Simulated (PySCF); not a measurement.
C2H6OSi, SMILES O=CC[SiH3], singlet at its PBE0/def2-SVP optimised geometry (Å):

```
10

O      1.4725    -0.5584     0.0000
C      0.2703    -0.5584     0.0000
C     -0.5832     0.6694     0.0000
Si    -1.2196     1.1083     1.7389
H     -0.3012    -1.5249     0.0271
H     -1.4725     0.5177    -0.6345
H      0.0012     1.5249    -0.3738
H     -0.0728     1.4317     2.6359
H     -2.1269     2.2889     1.6327
H     -1.9811    -0.0451     2.3072
```

Computed with PySCF with PBE0/def2-TZVP.

Map of the electrostatic potential (hartree/e), clipped to [-0.08, 0.12] on the plane z = 0.8 Å:

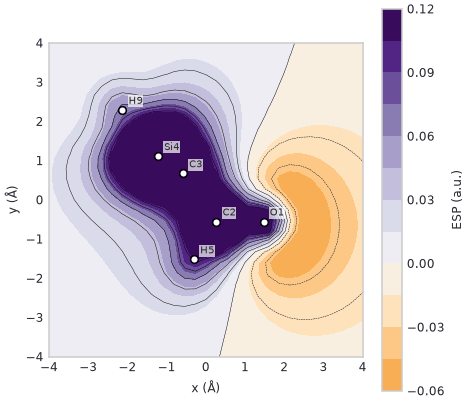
Figure: Electrostatic potential (hartree/e), clipped to [-0.08, 0.12] on the plane z = 0.8 Å.
